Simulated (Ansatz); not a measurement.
CsPbCl3 (Pm-3m): how ε∞ follows the gap

The empty bands of CsPbCl3 (Pm-3m) are shifted up rigidly by Δ, and ε∞ is computed for each shift.

Cell: a, b, c = 5.605, 5.605, 5.605 Å (primitive vectors), 5 atoms.

Method: Ansatz 0.2.0, PBEsol, independent particles, k-mesh 4×4×4 with interpolation inside its cells, Gaussian parameter 0.1 eV.

Launch of the response step: `ansatz run input.yaml --threads 4 --pin off --max-ram 8192MiB --backend cpu --events-out ev --progress --plain --runs-dir out`. The series took 2.8 min in all, on 4 threads of Intel(R) Xeon(R) Processor @ 2.50GHz (Skylake/Cascade Lake), with other jobs on the host.

| Δ (eV) | ε∞ |
| --- | --- |
| 0.00 | ? |
| 0.40 | 4.213 |
| 0.80 | 4.015 |
| 1.20 | 3.844 |
| 1.60 | 3.695 |
| 2.00 | 3.563 |

With one effective transition at E₀ and fixed dipole strength, ε∞ − 1 = A/(E₀ + Δ), so 1/(ε∞ − 1) is linear in Δ.

Working, on the rows shown:

| x = Δ (eV) | y = 1/(ε∞ − 1) |
| --- | --- |
| 0.4 | 0.311236 |
| 0.8 | 0.331675 |
| 1.2 | 0.351617 |
| 1.6 | 0.371058 |
| 2 | 0.390168 |

Means: x̄ = 1.2, ȳ = 0.35115. Σ(x − x̄)(y − ȳ) = 0.0789, Σ(x − x̄)² = 1.6. Slope = 0.0789 / 1.6 = 0.04931; intercept = ȳ − slope · x̄ = 0.29198. Turned back into ε∞, the line misses the rows shown by at most 0.0048.

What does the fit predict for the withheld row, and how well does it do?

At x = 0 the line gives y = 0.29198, that is 4.425. The run gave 4.450, so the extrapolation is off by 0.025, 3 % of the range in the table.

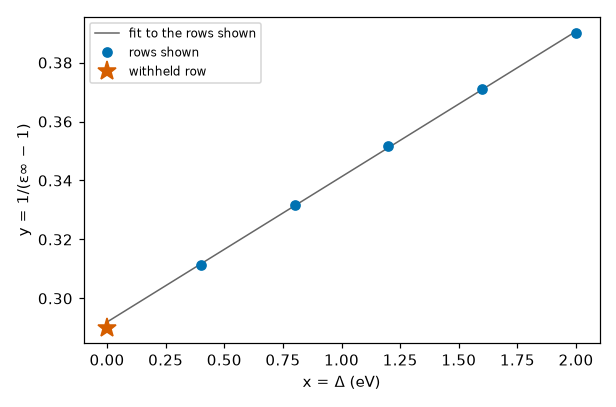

Refitted with all rows, the slope is 0.05007 and the intercept 0.29087. These give E₀ = intercept/slope = 5.8 eV, far above the least direct gap of 1.80 eV: most of the screening comes from transitions well over the edge. Over the first step ε∞ falls by 13 % per eV. Excitons are left out and so are local fields. Spin-orbit coupling is left out.
